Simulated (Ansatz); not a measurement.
Si₅Ni: several calculations on one system

## 1. Relaxation

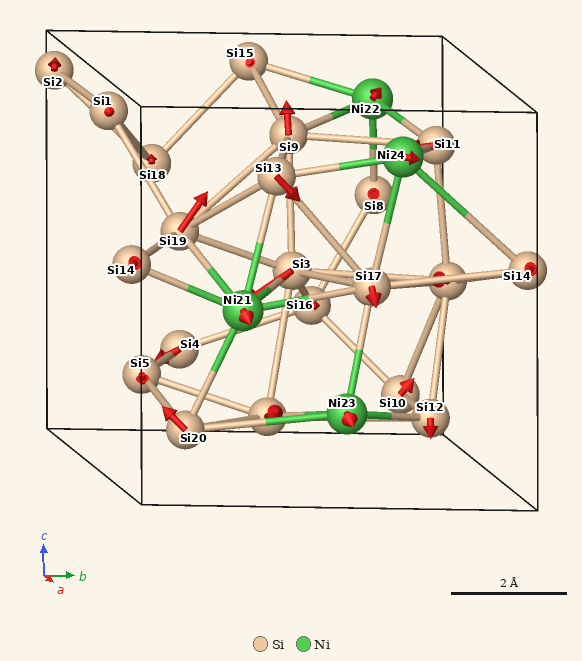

A relaxation of an amorphous cell of composition Si5Ni (coarse preliminary run). The starting structure is drawn; red arrows show the displacements (the part carried along by the change of the cell is left out), at their true length.

The picture is a ball-and-stick view of the cell of the calculation (origin shifted), seen slightly off an axis.

Case: the last frame of the dynamics.

These are results of Ansatz 0.2.0, DFT PBE, scalar-relativistic, plane waves, PAW, not measurements.

Input
```yaml
crystal:
  lattice:
    - [7.161451, -0.050558, -0.027295]
    - [-0.050558, 7.136565, -0.221388]
    - [-0.027295, -0.221388, 7.06437]
  atoms:
    - { symbol: Si, position: [0.6827636512, 0.3952344083, 0.8146909808] }
    - { symbol: Si, position: [0.3461491845, 0.3384564816, 0.8514836431] }
    - { symbol: Si, position: [0.8350629974, 0.8212183111, 0.4489621482] }
    - { symbol: Si, position: [0.4443991155, 0.6300587885, 0.1740411389] }
    - { symbol: Si, position: [0.751206094, 0.4614171551, 0.1668285358] }
    - { symbol: Si, position: [0.8826532394, 0.2026006862, 0.4377615979] }
    - { symbol: Si, position: [0.9014283229, 0.7426543723, 0.0937826288] }
    - { symbol: Si, position: [0.4714035505, 0.1152611762, 0.5744277226] }
    - { symbol: Si, position: [0.7947477941, 0.8229191552, 0.7819881556] }
    - { symbol: Si, position: [0.7279064367, 0.1198526285, 0.1222114006] }
    - { symbol: Si, position: [0.9176080137, 0.1656852991, 0.7848942607] }
    - { symbol: Si, position: [0.0566548011, 0.1173155871, 0.12536815] }
    - { symbol: Si, position: [0.1544786766, 0.7065461658, 0.7449204051] }
    - { symbol: Si, position: [0.2141160457, 0.3259083464, 0.5292044366] }
    - { symbol: Si, position: [0.4627556984, 0.8018727581, 0.9031447684] }
    - { symbol: Si, position: [0.5395216835, 0.9407618347, 0.3069659814] }
    - { symbol: Si, position: [0.1688657333, 0.9424543582, 0.473717128] }
    - { symbol: Si, position: [0.448636311, 0.5599704247, 0.6407473736] }
    - { symbol: Si, position: [0.8926607918, 0.5243493646, 0.554143087] }
    - { symbol: Si, position: [0.1512236497, 0.4759398544, 0.1041350468] }
    - { symbol: Ni, position: [0.2060511711, 0.6092039826, 0.4159951774] }
    - { symbol: Ni, position: [0.5975912728, 0.0819714008, 0.8388544848] }
    - { symbol: Ni, position: [0.2249529336, 0.8662096063, 0.1644516663] }
    - { symbol: Ni, position: [0.2234671316, 0.0091932659, 0.8113888503] }
  symmetry: { detect: false }
basis:
  ecutwfc: 420
kpoints:
  mp_grid: { grid: [2, 2, 2], shift: [0.5, 0.5, 0.5] }
hamiltonian:
  xc: pbe
scf:
  occupations: { method: gaussian, width: 0.1 }
  lower_state_search: "off"
output:
  forces: true
  stress: true
  eigenvalues: true
relax:
  adjacent_minimum: "off"
  f_tol: 0.04
  max_steps: 70
  cell: { stress_tol: 0.3 }
```

Run as
```bash
ansatz run input.yaml --threads 2 --pin off --max-ram 5120MiB --backend cpu --events-out ev --progress --plain --runs-dir out
```

What did the optimiser do to the structure, and how much energy did it gain?

Answer. After 15 accepted moves (17 points after the start) the energy has fallen by 129 meV per atom. The largest force component goes from 1.3 to 0.038 eV/Å. Pressure: 4.42 GPa at the start and 0.09 GPa at the end. The line search rejected the trial step at point 13 of the run. The SCF was repeated once at an unchanged geometry on a basis and grid sized afresh for the cell, which shifted the energy by 0.9 meV per atom at most. Si3 moves most relative to the cell: 1.06 Å along [−1 −2 −2]. Largest moves by element: Si 1.06 Å, Ni 0.42 Å. Cell: a 7.162 → 7.319 Å (+2.2 %), b 7.140 → 7.338 Å (+2.8 %), c 7.068 → 7.282 Å (+3.0 %), α 93.6° → 92.0°, β 90.4° → 95.2°, γ 90.8° → 84.2°. Volume +7.4 %. Near-neighbour distances that change, for instance: Si3–Si9 2.373 → 3.727 Å, Si6–Si19 2.391 → 3.504 Å, Si3–Si17 2.532 → 3.603 Å, Si5–Si19 2.918 → 3.914 Å. Bond angles that change, for instance: Si3–Si19–Si9 55.8° → 102.3°, Si3–Si7–Ni23 86.1° → 131.5°, Si1–Si19–Si13 103.5° → 144.5°. The run took 6.9 min on 2 threads of Intel(R) Xeon(R) Processor @ 2.50GHz (Skylake/Cascade Lake), on a shared host, peak memory 0.77 GiB.

Limits of the set-up: the periodic images lie only 7.1 Å apart, so the values are limited by the cell's size; an element that often carries a moment was run without spin polarisation.

## 2. Dynamics

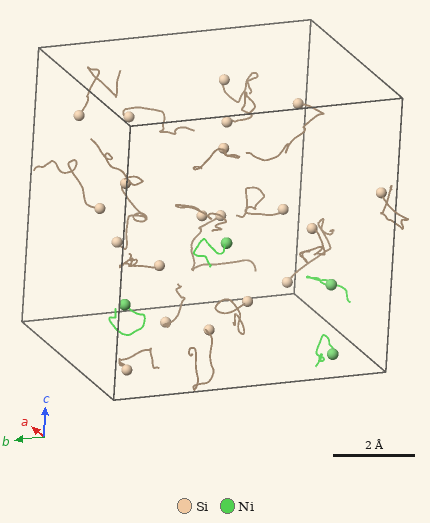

First-principles dynamics of an amorphous cell of composition Si$_{5}$Ni (24 atoms in the cell), 315 fs long. Lines trace each atom's path, in the colour of its element; spheres stand at the starting positions. Seen from a free direction in the simulation cell.

These are results of Ansatz 0.2.0, DFT PBE, scalar-relativistic, plane waves, PAW, not measurements. Settings: plane-wave cutoff 420 eV; k-point mesh 1 × 1 × 1; Fermi-Dirac smearing 0.212 eV; set temperature 2460 K; time step 3 fs.

### How do the atoms move?

In the second half of the run the atoms are, in the root-mean-square, this far from where they began (common drift taken out): Si 1.21 Å, Ni 0.86 Å. Against the typical shortest distance between atoms in the first frame, about 2.2 Å these are large excursions, but over 315 fs one can't yet tell strong vibration from the start of diffusion. 5 of the 24 free atoms end more than three quarters of that spacing from the start. Bond changes: 42 Si–Si bonds form between 39 fs and 309 fs; one Si–Si contact opens and closes in turn; 38 Si–Si bonds break between 57 fs and 309 fs. The mean temperature in the second half is 2029 K (standard deviation 349 K). The potential energy in the second half lies on average 48.9 meV per atom below the first frame. The mean pressure there is 10.5 GPa.

Limits of the set-up: the periodic images lie only 7.1 Å apart, so the values are limited by the cell's size; an element that often carries a moment was run without spin polarisation.

The run took 7.1 min on 2 threads of Intel(R) Xeon(R) Processor @ 2.50GHz (Skylake/Cascade Lake), with other jobs on the host, peak memory 0.56 GiB.

## 3. Dynamics

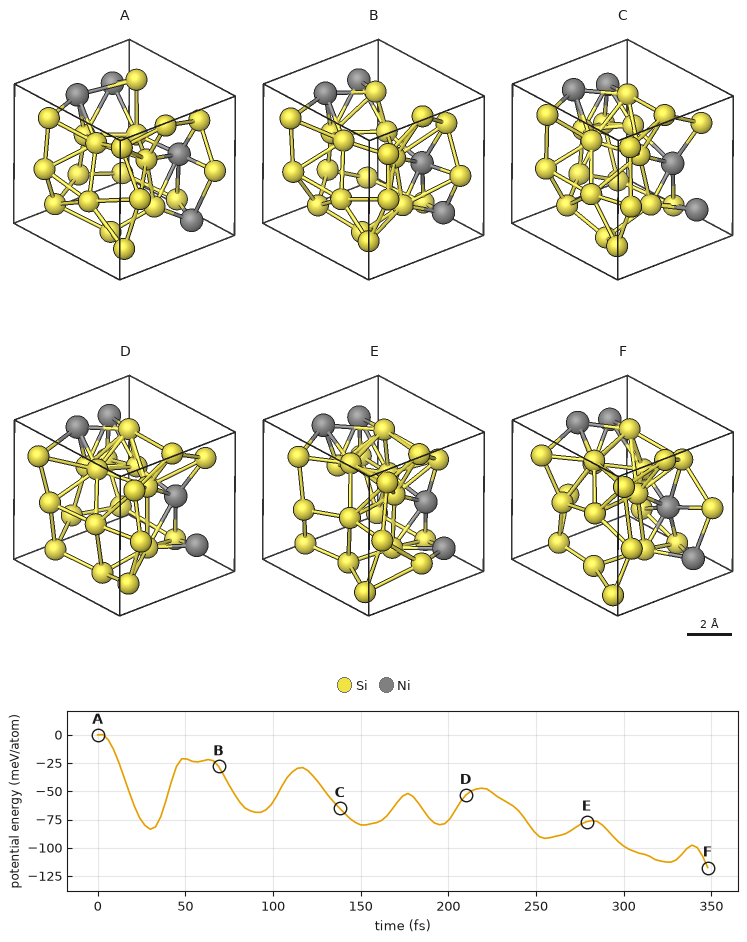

First-principles dynamics of an amorphous cell of composition Si$_{5}$Ni (24 atoms in the cell), 348 fs long. It starts from the last geometry of an earlier run, with fresh velocities. Frames (A at 0 fs, B at 69 fs, C at 138 fs, D at 210 fs, E at 279 fs, F at 348 fs) and the history of the run. Style: ball-and-stick. Shown: the simulation cell, from a free direction. Atoms that leave the cell re-enter on the other side. Bonds to atoms that aren't drawn are left out.

Theory: DFT PBE, scalar-relativistic, plane waves, PAW (Ansatz). Settings: plane-wave cutoff 420 eV; k-point mesh 1 × 1 × 1; Fermi-Dirac smearing 0.0844 eV; set temperature 980 K; time step 3 fs.

Describe the run.

Answer. Over the second half the temperature averages 1063 K (spread ±148 K). The potential energy is still drifting at the end, so the run hasn't reached equilibrium. The potential energy in the second half lies on average 81.5 meV per atom below the first frame. The first frame is far from relaxed (forces up to 4.3 eV/Å), so much of the motion is the structure settling. The mean pressure there is 4.7 GPa. In the second half of the run the atoms are, in the root-mean-square, this far from where they began (common drift taken out): Ni 0.70 Å, Si 0.63 Å. Against the typical shortest distance between atoms in the first frame, about 2.3 Å these are large excursions, but over 348 fs one can't yet tell strong vibration from the start of diffusion. Bond changes: 17 Si–Si bonds break between 60 fs and 342 fs; 15 Si–Si bonds form between 90 fs and 327 fs; one Si–Si contact opens and closes in turn.

Limits of the set-up: the periodic images lie only 7.1 Å apart, so the values are limited by the cell's size; an element that often carries a moment was run without spin polarisation.

Cost: 7.1 min on 2 threads of Intel(R) Xeon(R) Processor @ 2.50GHz (Skylake/Cascade Lake), with other jobs on the host, peak memory 0.56 GiB.
